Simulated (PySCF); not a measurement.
## Electronic structure of C5H9OSi (doublet) in real space

```yaml
atoms:
  - { symbol: C, position_ang: [-1.9831, 0.2712, 0.5738] }
  - { symbol: C, position_ang: [-1.0554, -0.2385, -0.5273] }
  - { symbol: C, position_ang: [-0.2563, -1.4423, -0.0168] }
  - { symbol: C, position_ang: [1.0133, -1.4045, 0.2425] }
  - { symbol: C, position_ang: [2.0652, -0.4188, 0.1552] }
  - { symbol: Si, position_ang: [1.2217, 1.2328, -0.4162] }
  - { symbol: O, position_ang: [-0.2254, 0.7901, -0.9855] }
  - { symbol: H, position_ang: [-1.3927, 0.5554, 1.4422] }
  - { symbol: H, position_ang: [-2.5318, 1.1420, 0.2212] }
  - { symbol: H, position_ang: [-2.6885, -0.5040, 0.8609] }
  - { symbol: H, position_ang: [-1.6500, -0.5592, -1.3945] }
  - { symbol: H, position_ang: [-0.8591, -2.3282, 0.1227] }
  - { symbol: H, position_ang: [2.5613, -0.2972, 1.1190] }
  - { symbol: H, position_ang: [2.8213, -0.7392, -0.5636] }
  - { symbol: H, position_ang: [1.8294, 1.8311, -1.5933] }
  - { symbol: H, position_ang: [1.1225, 2.1183, 0.7483] }
```

Geometry: GFN2-xTB.

Computed with PySCF, UKS B3LYP, pcH-1 on C H O Si, non-relativistic, mean-field spin-orbit, GIAO.

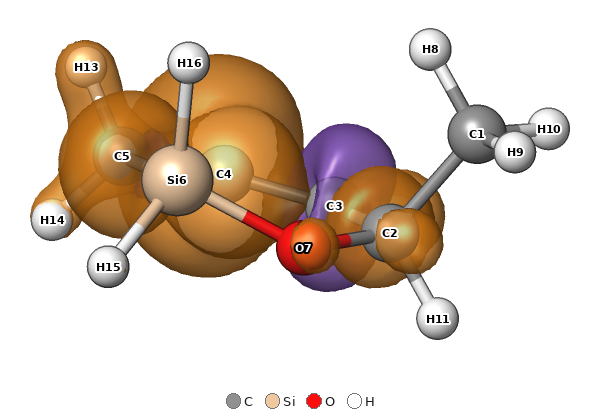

Figure 1. Isosurfaces of the spin density (α minus β) at +0.015 (orange) and −0.015 e/Å³ (purple), seen from one side.

> Which atoms carry the spin?

The unpaired spin (1 electron) lies mostly on C4 (about 0.7) and C5 (about 0.1), in electrons by Hirshfeld's partition.

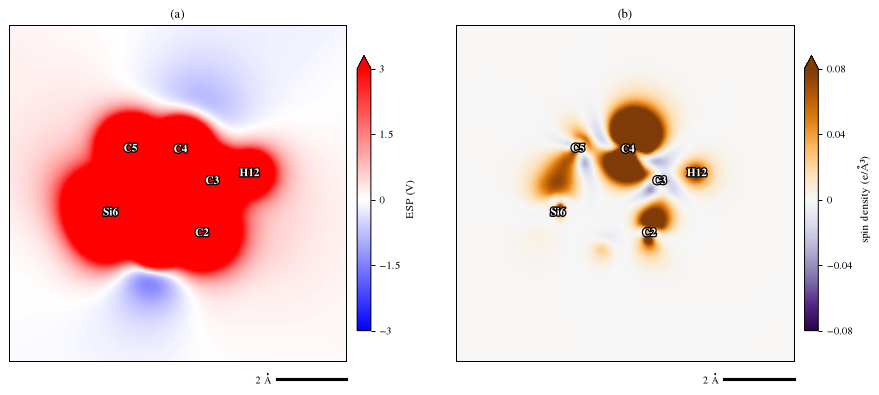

Figure 2. (a) electrostatic potential; (b) spin density on the plane of atoms C2, C3 and H12.

> Describe what can be read from this map.

- The section cuts through C, Si and H sites.
- Outside the dense part of the molecule the potential is most negative (−1.4 V) near O7, which lies off the plane.

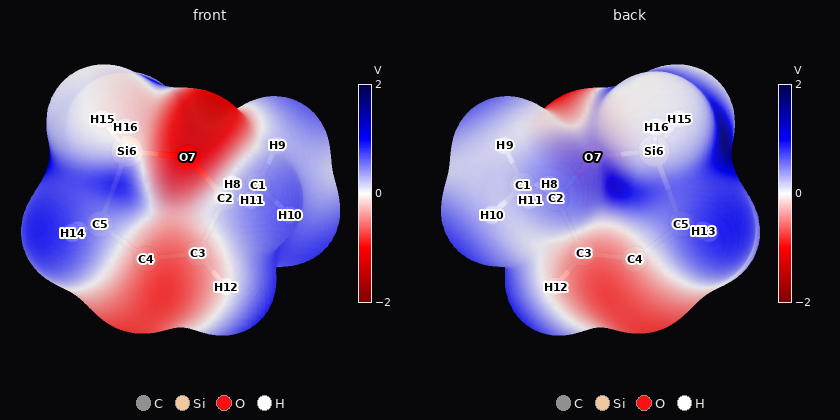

Figure 3. The molecular electrostatic potential painted on the density surface at 0.002 e/bohr³, seen from the front and from behind; red is negative and blue positive.

> Where is the surface potential most negative and most positive?

The most negative region (about −1.2 V, or −28 kcal/mol for a unit charge) lies over O7, the most positive (about +1.6 V, or +37 kcal/mol for a unit charge) over Si6. O7 is the likeliest acceptor of a hydrogen bond.
